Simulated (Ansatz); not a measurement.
## Electronic structure of CHSi (SMILES C#[Si-]) (charge −1, triplet) in real space

The calculation's input:

```
crystal:
  periodic: [false, false, false]
  atoms:
    - {symbol: C, position_ang: [-0.662517, 0.992792, 2.967856]}
    - {symbol: Si, position_ang: [-1.315581, -0.646179, 3.232849]}
    - {symbol: H, position_ang: [-0.960479, 1.788090, 2.253365]}
basis:
  gaussian: {orbitals: def2-TZVPD}
total_charge: -1
magnetization: {spin_polarized: true, initial_magnetization: 2}
hamiltonian: {xc: {name: PBE0}}
output: {forces: true, orbitals: {seedname: orbitals}}
```

Command:

```sh
ansatz run input.yaml --threads 1 --pin off --max-ram 2610MiB --events-out events.jsonl --progress --plain --runs-dir runs
```

Geometry: PBE0-D3(BJ)/def2-SVPD; the highest occupied orbital lies above zero, a sign that basis and functional describe the outermost electron poorly.

All numbers below come from Ansatz, isolated molecule in a Gaussian basis; Kohn-Sham density functional theory, functional PBE0.

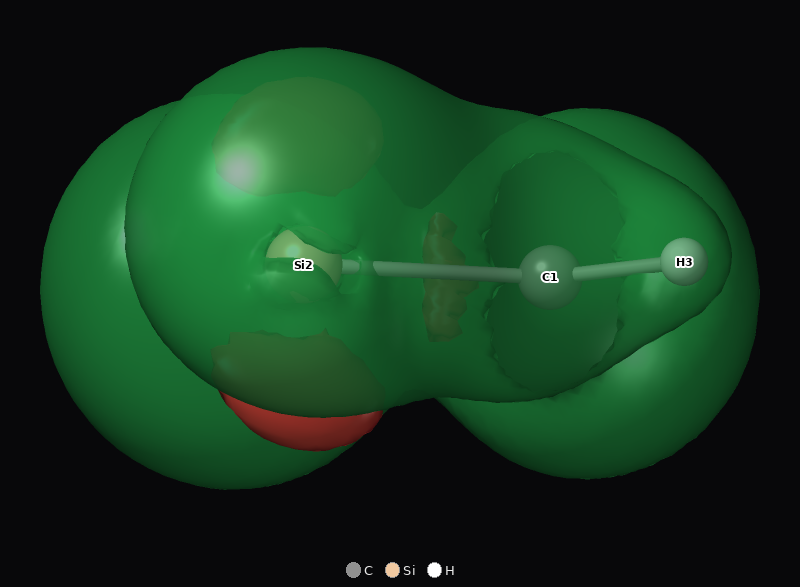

Figure 1. Isosurfaces of the spin density at +0.015 (green) and −0.015 e/Å³ (red), seen from one side.

Where is the unpaired spin?

Answer. The unpaired spin (2 electrons) lies mostly on Si2 (about 1.0), C1 (about 0.9) and H3 (about 0.1), in electrons by Hirshfeld's partition.

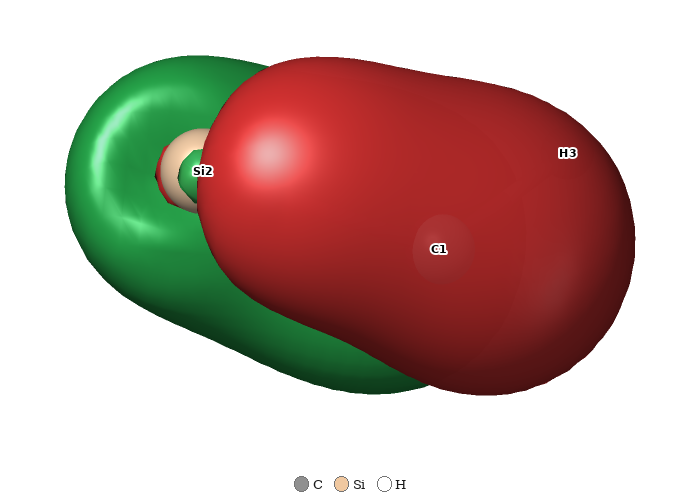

Figure 2. The HOMO−1 (α) at ±0.15 Å⁻³ᐟ² (green and red are the two phases), seen at a tilt.

Describe this orbital and give its energy.

Answer. Its weight (Hirshfeld) is mainly on C1 (about 55 %) and Si2 (about 40 %); it changes sign across the molecular plane (π type); π-bonding across C1–Si2. Its energy is −0.81 eV.

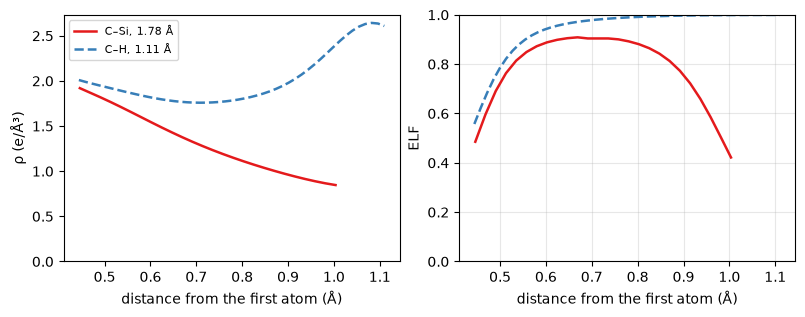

Figure 3. Total electron density and ELF along straight lines between neighbouring atoms. The curves leave out the atomic cores.

Compare the contacts.

Answer. C–Si (1.78 Å): the density is about 0.97 e/Å³ at the midpoint; the ELF peaks at about 0.90 between the atoms; localised, covalent bonding.
C–H (1.11 Å): ρ at the midpoint is about 1.9 e/Å³; the ELF climbs to about 1 towards the hydrogen, as it does in any bond to H: an ordinary covalent bond to hydrogen.

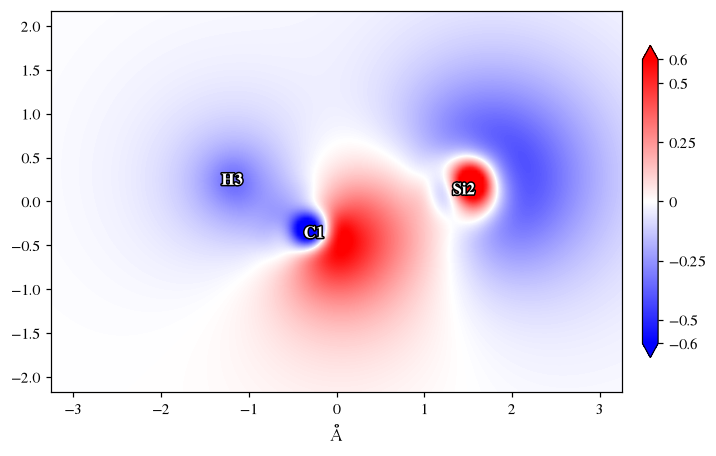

Figure 4. The HOMO−1 (β) on the molecular plane (values in Å⁻³ᐟ²; the overall sign is arbitrary).

Where does this orbital lie, and at what energy?

Answer. Its weight (Hirshfeld) is mainly on Si2 (about 70 %) and C1 (about 25 %); it is symmetric in the molecular plane (an in-plane orbital: σ, lone-pair or in-plane π type). Its energy is −1.75 eV.
